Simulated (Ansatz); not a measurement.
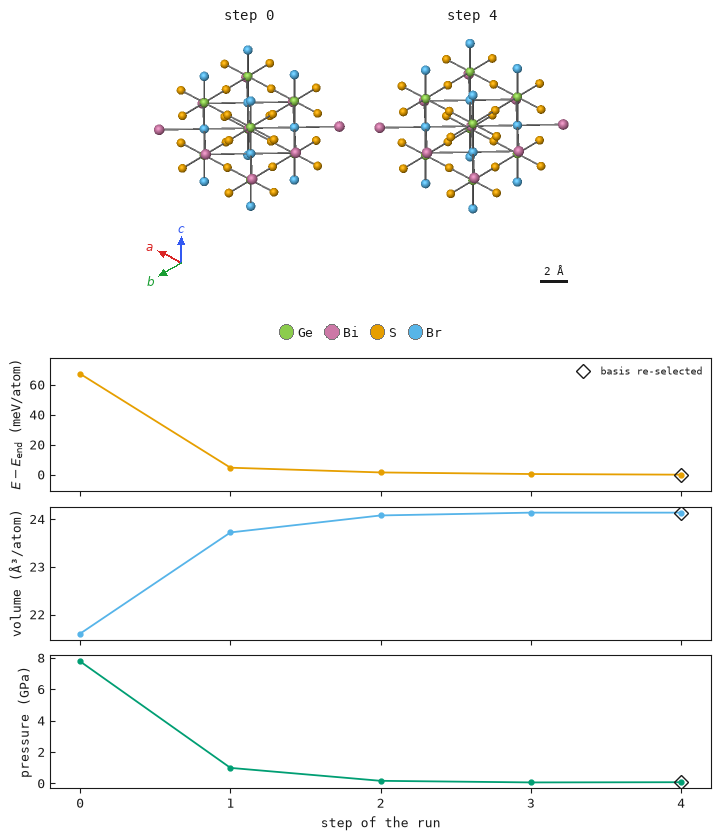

First and last geometry of a relaxation of solid GeBiS2Br (a generated structure, set up in P4/mmm) (coarse preliminary run), with the history of the run. A ball-and-stick model of the cell of the calculation, seen from a free direction.

These are results of DFT PBE, scalar-relativistic, plane waves, PAW in Ansatz 0.2.0, not measurements. (plane-wave cutoff 420 eV; k-point mesh 4 × 4 × 4; occupations gaussian; smearing width 0.1 eV; no spin polarisation; cell and atoms relaxed; force threshold 0.04 eV/Å; at most 70 steps)

> What do the curves and the structures tell?

It converged. No atom moves by more than 0.005 Å relative to the cell. Cell: a = b 4.762 → 4.849 Å (+1.8 %), c 4.762 → 5.132 Å (+7.8 %). Volume +11.7 %. Among the contacts that change: Br–Ge 2.381 → 2.566 Å, Bi–Br 3.367 → 3.429 Å, Ge–S 2.381 → 2.425 Å. The space group stays P4/mmm (No. 123). After 3 accepted moves (4 points after the start) the energy has fallen by 67.3 meV per atom. All forces vanish by symmetry, so only the cell relaxes. The pressure goes from 7.77 to 0.08 GPa. At 1 point the geometry stayed and the basis and grid were re-selected for the new cell (energy shift of 0.4 meV per atom at most each time). Cost: 6 s on 1 thread of AMD EPYC 9R45 96-Core Processor (Zen 5), on a shared host, peak memory 0.49 GiB.

```csv
step,"E − E(0), meV/atom","pressure, GPa","volume, Å³/atom",note
0,0.00,7.77,21.600,
1,-62.63,0.99,23.722,
2,-65.79,0.17,24.078,
3,-66.85,0.07,24.137,
4,-67.27,0.08,24.137,"same geometry, new basis"
```
